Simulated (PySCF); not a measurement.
Consider AlH6O5Si2 (SMILES [OH][Al-]1([OH])[O][SiH2]O[SiH2][O]1) (charge −1).

```xyz
14

O     2.8115    0.3597   -0.6629
Al    1.4448   -0.4539    0.0598
O     2.0230   -1.8876    0.8740
O     0.1779   -0.8334   -1.1618
Si   -1.3675   -0.4046   -1.3280
O    -1.8779    0.6041   -0.0929
Si   -0.9923    1.1438    1.2212
O     0.5336    0.6243    1.1787
H     2.6021    1.1608   -1.1443
H     1.3566   -2.3895    1.3445
H    -1.6205    0.3320   -2.6157
H    -2.2923   -1.5920   -1.3246
H    -1.7207    0.6761    2.4529
H    -1.0843    2.6456    1.2136
```

Geometry: PBE0-D3(BJ)/def2-SVP.

All numbers below come from PySCF 2.14.0, PBE0/aug-pcSseg-1, SCF density, gas phase, non-relativistic.

### Predict the electron density and electron localisation function between the atoms.

Si–O (1.61 Å): the density is about 1.2 e/Å³ at the midpoint; the ELF peaks at about 0.85 between the atoms, as expected for a short, strongly polar bond.
Si–O (1.67 Å): ρ at the midpoint is about 1.1 e/Å³; the ELF peaks at about 0.85 between the atoms, as expected for a shared but strongly polarised pair.
Al–O (1.80 Å): the density is about 0.66 e/Å³ at the midpoint; the ELF peaks at about 0.85 in the valence shell of O, 0.6 Å from its nucleus, and is about 0.45 at the midpoint.

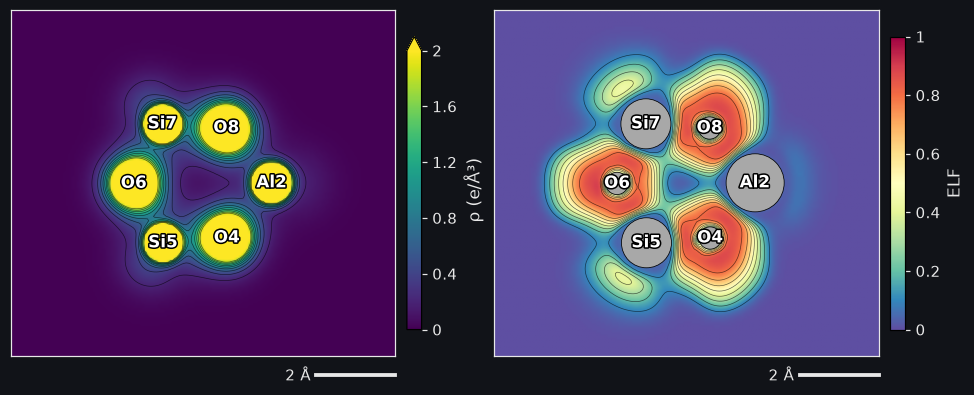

Computed electron density and electron localisation function on the plane of atoms Al2, O4 and Si5, in this order. Grey discs cover the atomic cores in the ELF map. 
